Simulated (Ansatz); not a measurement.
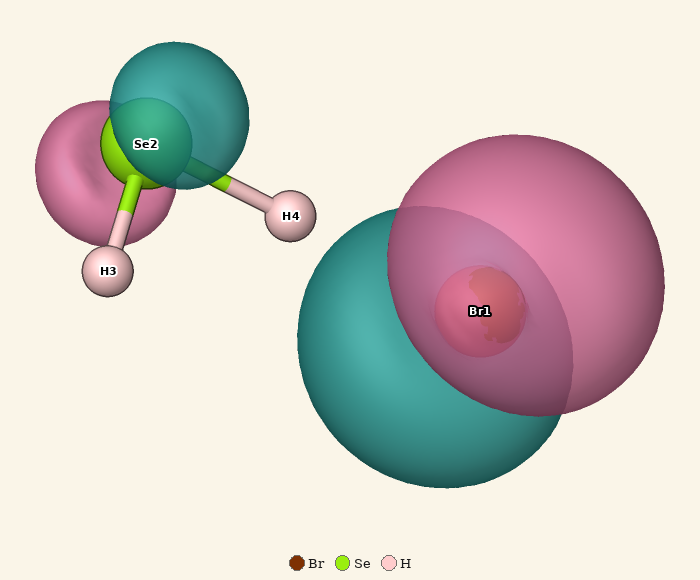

Figure. Br···H$_{2}$Se (charge −1). The HOMO−1 at ±0.1 Å⁻³ᐟ² (teal and pink are the two phases), seen at a tilt.

Geometry: PBE0-D4/def2-TZVP.

The calculation used RKS PBE0-D4/def2-TZVPPD in Ansatz 0.2.0.

Input

```
crystal:
  periodic: [false, false, false]
  atoms:
    - {symbol: Br, position_ang: [-0.635304, -1.339889, -1.855778]}
    - {symbol: Se, position_ang: [0.462098, 1.102799, 0.599454]}
    - {symbol: H, position_ang: [0.185157, 0.189984, 1.713885]}
    - {symbol: H, position_ang: [-0.011951, 0.047006, -0.457562]}
basis:
  gaussian: {orbitals: "def2-TZVPPD.json"}
total_charge: -1
hamiltonian: {xc: pbe0, dispersion: d4}
output: {orbitals: {seedname: orbitals}}
```

Launched as:

```sh
ansatz run in.yaml --threads 2 --pin off --events-out ev --progress --plain --max-ram 5222MiB
```

> Where does this orbital lie, and at what energy?

By Hirshfeld shares it lies mainly on Br1 (about 90 %) and Se2 (about 10 %); it changes sign across the molecular plane (π type). Its energy is −2.06 eV.
